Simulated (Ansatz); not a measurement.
**InH3 (SMILES [InH3]): levels of theory compared**

Aim: a comparison of 6 runs (UHF/STO-3G, B2PLYP/STO-3G, PBE/STO-3G, SVWN5/STO-3G, r2SCAN0/STO-3G, CCSD(T)/STO-3G) of InH3. 

The results are computed with Ansatz 0.2.0.

29 further runs of the same task are left out: 1 that didn't finish, 28 set aside as unsound or not needed.

## 1. The system as given

InH3: 4 atoms, total charge 0, spin state singlet. SMILES: `[InH3]`. The H3–In1 distance was set to 4.310 Å, away from the relaxed value. At this shape a bond of the SMILES string is far longer than usual.

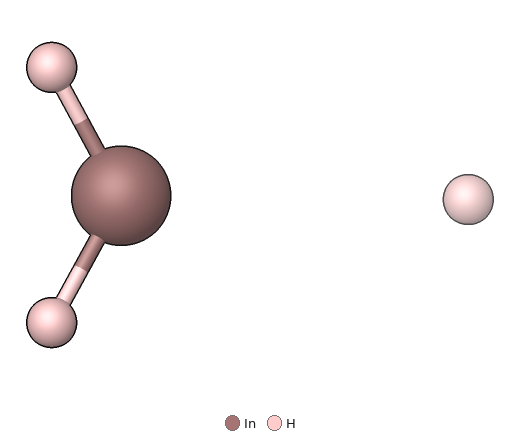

Viewed from a chosen angle; indium brown, hydrogen pink.

## 2. The energy at UHF/STO-3G (run 1)

File input.yaml:

```yaml
crystal:
  periodic: [false, false, false]
  atoms:
    - {symbol: In, position_ang: [1.678168, 0.123202, 1.969372]}
    - {symbol: H, position_ang: [2.079768, 1.654302, 2.652672]}
    - {symbol: H, position_ang: [-1.095600, -0.107300, -1.321400]}
    - {symbol: H, position_ang: [2.386068, -1.315698, 2.602472]}
basis:
  gaussian:
    orbitals: STO-3G
magnetization:
  spin_polarized: true
hamiltonian:
  xc: hf
accuracy: high
```

Started as:

```sh
$ ansatz run input.yaml --threads 1 --pin off --max-ram 2610MiB --events-out events.jsonl --progress --plain --runs-dir runs
```

The program printed:

```text
Warning: RAYON_NUM_THREADS=1 ignored (pool sized by the plan → 1); use --threads N
Functional definition: HF
  name "HF"
  exchange = exact_x
  correlation = 0
514 factors; integrals over basis functions are off by at most 4.0e-9 eV
mean field evaluation 1: about -154672.1700 eV, gradient 5.6e0 eV
mean field evaluation 2: about -154672.1701 eV, gradient 5.6e0 eV
mean field evaluation 4: about -154672.8658 eV, gradient 4.6e0 eV
mean field evaluation 8: about -154674.3663 eV, gradient 5.9e0 eV
mean field evaluation 16: about -154681.2200 eV, gradient 1.7e-2 eV
mean field evaluation 32: about -154681.2200 eV, gradient 2.7e-8 eV
mean field -154681.21999535 eV, -5684.4299881324 hartree, gradient 5.8e-9 eV, S^2 0.999768; 1 other end points of the search recorded, 0 dependent functions left out
reference -154681.21999535 eV, -5684.4299881324 hartree; 26, 26 occupied and 4, 4 virtual orbitals, 514 factors
Total energy: -154681.21999535 eV, -5684.4299881324 hartree
```

Wall time 0.77 s (1 thread of Arm Neoverse V1, shared host).

## 3. A single-point energy at B2PLYP/STO-3G (run 2)

File run.yaml:

```yaml
crystal:
  periodic: [false, false, false]
  atoms:
    - {symbol: In, position_ang: [1.678168, 0.123202, 1.969372]}
    - {symbol: H, position_ang: [2.079768, 1.654302, 2.652672]}
    - {symbol: H, position_ang: [-1.095600, -0.107300, -1.321400]}
    - {symbol: H, position_ang: [2.386068, -1.315698, 2.602472]}
basis:
  gaussian: {orbitals: STO-3G}
hamiltonian: {xc: {name: B2PLYP}}
correlation: {frozen_orbitals: {H: 0, In: 18}}
accuracy: high
```

Started as:

```sh
$ ansatz run run.yaml --threads 1 --pin off --max-ram 2610MiB --events-out events.jsonl --progress --plain --runs-dir runs
```

The program printed (excerpt; [...] marks lines left out):

```text
Warning: RAYON_NUM_THREADS=1 ignored (pool sized by the plan → 1); use --threads N
Functional definition: B2PLYP
  name "B2PLYP"
[...]
514 factors; integrals over basis functions are off by at most 4.0e-9 eV
[...]
mean field -154719.37963921 eV, -5685.8323291788 hartree, gradient 2.6e-8 eV, S^2 0.000000; 0 other end points of the search recorded, 0 dependent functions left out; unrestricted orbitals would lower it
18 core orbitals not correlated: weight in the atoms' cores, before any rotation towards them, 1.000 or more for the frozen orbitals, at most 0.000 for the correlated occupied ones
reference -154719.37965880 eV, -5685.8323298988 hartree; 8, 8 occupied and 4, 4 virtual orbitals, 514 factors
second order -7.72215588 eV of doubles, -0.00000000 eV of singles
Total energy: -154721.46464089 eV, -5685.9089515772 hartree
```

It took 2 s on 1 thread of Arm Neoverse V1, shared host; peak memory 0.1 GiB.

## 4. A single-point energy at PBE/STO-3G (run 3)

run.yaml, as its differences from that of step 3:

```diff
@@ -9,4 +9,4 @@
   gaussian: {orbitals: STO-3G}
-hamiltonian: {xc: {name: B2PLYP}}
-correlation: {frozen_orbitals: {H: 0, In: 18}}
+total_charge: 0
+hamiltonian: {xc: {name: PBE}}
 accuracy: high
```

Started as:

```sh
$ ansatz run run.yaml --threads 1 --pin off --max-ram 2610MiB --events-out events.jsonl --progress --plain --runs-dir runs
```

The program printed:

```text
Warning: RAYON_NUM_THREADS=1 ignored (pool sized by the plan → 1); use --threads N
Functional definition: PBE
  name "PBE"
  parameter kappa = 0.804
  parameter beta = 0.06672455060314922
  exchange = pbe_x(kappa = kappa, mu = beta*pi^2/3)
  correlation = pbe_c(beta = beta)
514 factors; integrals over basis functions are off by at most 4.0e-9 eV
mean field evaluation 1: about -154698.7579 eV, gradient 5.1e1 eV
mean field evaluation 2: about -154701.1462 eV, gradient 3.0e1 eV
mean field evaluation 4: about -154705.5236 eV, gradient 6.4e0 eV
mean field evaluation 8: about -154705.6991 eV, gradient 5.9e0 eV
mean field evaluation 16: about -154717.6864 eV, gradient 7.7e-9 eV
mean field -154717.68635921 eV, -5685.7701022865 hartree, gradient 4.7e-8 eV, S^2 0.000000; 0 other end points of the search recorded, 0 dependent functions left out
reference -154717.68636129 eV, -5685.7701023628 hartree; 26, 26 occupied and 4, 4 virtual orbitals, 514 factors
Total energy: -154717.68636129 eV, -5685.7701023628 hartree
```

Wall time 1.7 s (1 thread of Arm Neoverse V1, shared host); peak memory 0.092 GiB.

Runs 4 to 5 aren't shown in full; the table further down has their settings and results.

## 5. A single-point energy at CCSD(T)/STO-3G (run 6)

File in.yaml:

```yaml
crystal:
  periodic: [false, false, false]
  atoms:
    - {symbol: In, position_ang: [1.678168, 0.123202, 1.969372]}
    - {symbol: H, position_ang: [2.079768, 1.654302, 2.652672]}
    - {symbol: H, position_ang: [-1.095600, -0.107300, -1.321400]}
    - {symbol: H, position_ang: [2.386068, -1.315698, 2.602472]}
basis:
  gaussian:
    orbitals: STO-3G
correlation:
  method: ccsd_t
  frozen_orbitals: {H: 0, In: 18}
accuracy: high
scf:
  omitted_lower_state_checks: [cluster_reference, increment]
```

Started as:

```sh
$ ansatz run in.yaml --threads 1 --pin off --max-ram 2610MiB --events-out events.jsonl --progress --plain --runs-dir runs
```

The program printed:

```text
Warning: RAYON_NUM_THREADS=1 ignored (pool sized by the plan → 1); use --threads N
[... 12 lines left out ...]
18 core orbitals not correlated: weight in the atoms' cores, before any rotation towards them, 1.000 or more for the frozen orbitals, at most 0.000 for the correlated occupied ones
[... 36 lines left out ...]
WARN: these amplitudes may be one of several solutions (largest doubles amplitude 0.97, level shift 12.21 eV)
Total energy: -154682.30171742 eV, -5684.4697406852 hartree
Checks for a lower state left out: cluster_reference, increment
```

Wall time 0.56 s (1 thread of Arm Neoverse V1, shared host).

## 6. All runs side by side

```
run           level  frozen core orbitals   energy (Eh)  wall time
  1      UHF/STO-3G                     –  -5684.429988     0.77 s
  2   B2PLYP/STO-3G                    18  -5685.908952        2 s
  3      PBE/STO-3G                     –  -5685.770102      1.7 s
  4    SVWN5/STO-3G                     –  -5680.709598      1.1 s
  5  r2SCAN0/STO-3G                     –  -5686.627610      4.5 s
  6  CCSD(T)/STO-3G                    18  -5684.469741     0.56 s
```

## 7. Summary of results

```
                                           quantity           value
                                run 6: total energy  -5684.46974 Eh
run 6: correlation energy (18 core orbitals frozen)      -230.0 mEh
                              run 6: (T) correction       -7.98 mEh
                               run 6: T1 diagnostic           0.061
```

In words: Totals of different functionals can't be ranked against each other. In run 6 the T1 diagnostic is large, so a single reference may not serve. In runs 2, 6 the log says that unrestricted orbitals would lower the reference, so the values rest on an unstable closed-shell determinant (other closed-shell runs at this shape may share the fault). In runs 1, 2, 3, 4, 5, 6 the basis is minimal, so the values are rough. In runs 1, 2, 3, 4, 5, 6 relativity is left out where basis or elements ask for it. Spin contamination of the reference: run 1 ⟨S²⟩ = 1.00. Where it is this large, the reference is a mixture of spin states, and values that rest on it are in doubt. All runs together took 11 s, the longest 4.5 s.
